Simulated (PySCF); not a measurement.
# C4H5F: the cost of one run

Programs: PySCF 2.14.0, with density-fitted response routines of our own. Each step states its level of theory. These are calculated values for one molecule in the gas phase, unless marked as measured. Atoms are numbered from 0 throughout.

## Step 1: Starting geometry

10 atoms, charge 0, multiplicity 1; geometry from: GFN2-xTB. The atoms were then displaced at random by about 0.01 Å, so the start is not that level's minimum.

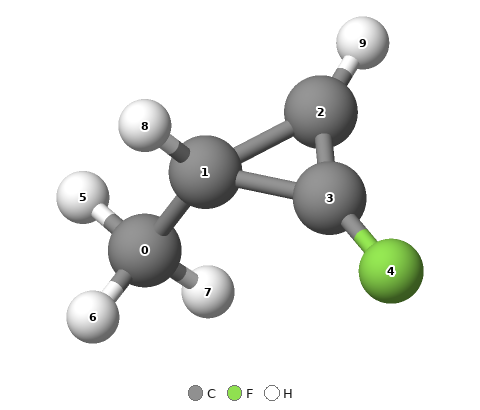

As it starts; carbon grey, fluorine green, hydrogen white, atoms numbered; sticks join atoms by distance.

## Step 2: Relaxing the molecule at PBE0-D3(BJ)/def2-SVP

The job: settings as JSON, then the geometry in Å.

```
{"job": {"xc": "PBE0", "basis": "def2-SVP", "d3": "d3bj", "grid": 1, "shake": 0.01, "kind": "geom"}, "charge": 0, "multiplicity": 1}
C     -1.254660    -0.021740    -0.204650
C      0.039090     0.034460     0.528370
C      1.258630     0.677810    -0.110580
C      1.288190    -0.610400    -0.031800
F      1.839480    -1.777570    -0.273510
H     -1.857930     0.905180     0.002910
H     -1.850820    -0.862900     0.099240
H     -1.093850    -0.047880    -1.287160
H     -0.069120     0.098740     1.631030
H      1.751430     1.583360    -0.374920
```

Command:

```console
> OMP_NUM_THREADS=1 python probes_run.py task.json out
```

The driver reads the jobs from task.json and runs them one after another.

Q: Estimate the wall time and peak memory of this first job on 1 thread of Arm Neoverse V2, shared host.

About 22 s, with a peak of 0.4 GiB.
